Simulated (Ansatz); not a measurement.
# SiS2, carrier doping

The reference is SiS2 (space group Ibam, No. 72; made of chains).

```
SiS2
1.0
   -3.18287     5.56346     2.79635
    3.18287    -5.56346     2.79635
    3.18287     5.56346    -2.79635
S Si
4 2
Direct
  0.89640   0.81848   0.71488
  0.39640   0.68152   0.07792
  0.60360   0.31848   0.92208
  0.10360   0.18152   0.28512
  0.75000   0.75000   0.00000
  0.25000   0.25000   0.00000
```

Carriers are added at fixed cell with a uniform background; the Fermi–Dirac width is that of 300 K.

The values are results of PBE in Ansatz (plane waves to 420 eV, PAW, no SOC), not measurements.

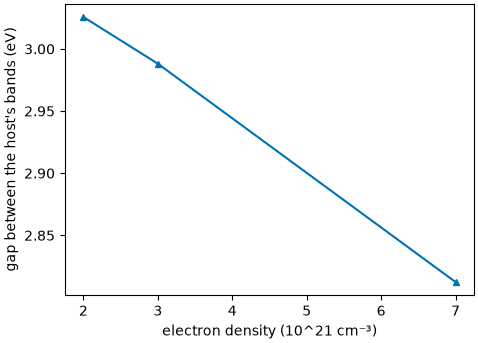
Figure. Gap between the host's bands against electron density

```csv
electron density (10^21 cm⁻³),gap between the host's bands
2,3.03 eV
3,2.99 eV
7,2.81 eV
```

Carriers are added with a uniform compensating background; total energy and stress of such cells depend on the potential's zero and are not compared; many-body gap narrowing is missing at this level. No phonon test of stability was made. No dispersion term is included, though the crystal is made of layers, chains or molecules, so its spacings can come out too wide.

Ansatz is a program for electronic structure.
